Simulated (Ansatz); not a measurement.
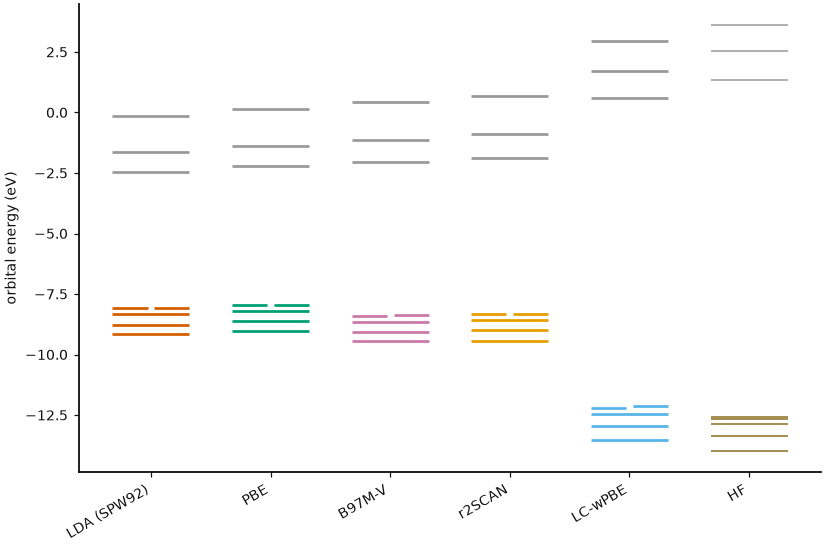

Frontier orbital energies of AlHCl₂, SMILES [Cl][AlH][Cl], singlet at one geometry, def2-TZVPP, the Ansatz code 0.2.0, at a PBE0-D4/def2-TZVP geometry (a minimum by its frequencies). Empty levels are grey, levels within 0.1 eV stand side by side; all columns show the same few orbitals around the gap.

How do the frontier levels move from column to column?

Answer. The separation grows from 5.60 eV (LDA (SPW92)) to 13.90 eV (HF).

```
      level  HOMO (eV)  LUMO (eV)  separation (eV)
LDA (SPW92)      −8.06      −2.46             5.60
        PBE      −7.94      −2.20             5.75
     B97M-V      −8.39      −2.03             6.36
     r2SCAN      −8.31      −1.86             6.45
    LC-wPBE     −12.12       0.61            12.73
         HF     −12.56       1.34            13.90
```

Caveats, for all or some of the runs: empty levels above zero depend strongly on the basis.
